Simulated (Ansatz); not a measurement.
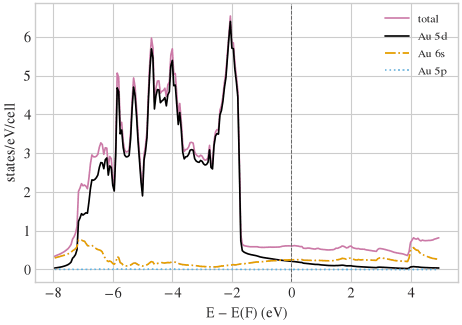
Total and projected density of states of Au (hcp (Mg type), space group No. 194), DFT-PBEsol in the program Ansatz with PAW potentials

### Question
Which orbitals carry the states next to the Fermi level?

### Answer
Within 0.5 eV of the Fermi level: Au 6s 42 %, Au 5d 35 %, outside the projected shells 23 %. Projections are on Löwdin-orthogonalised atomic valence shells; empty p or d shells of many metals are not among them.

### Question
Where is the tallest occupied peak in this window, and what makes it?

### Answer
Near -2.1 eV, about 6.5 states/eV per cell; the largest projected share is Au 5d.

Space group P6_3/mmc (hcp (Mg type)). The workflow started from an entry of the Crystallography Open Database (COD), which files this formula under 2 space groups. It is not the phase usual at ambient conditions (space group No. 225). Symmetry was held in the PBEsol relaxation; its stability against distortions is not shown here. Scalar-relativistic: spin–orbit coupling is off unless named, which matters more the heavier the elements.

Potentials: the later of the program's two PAW sets.
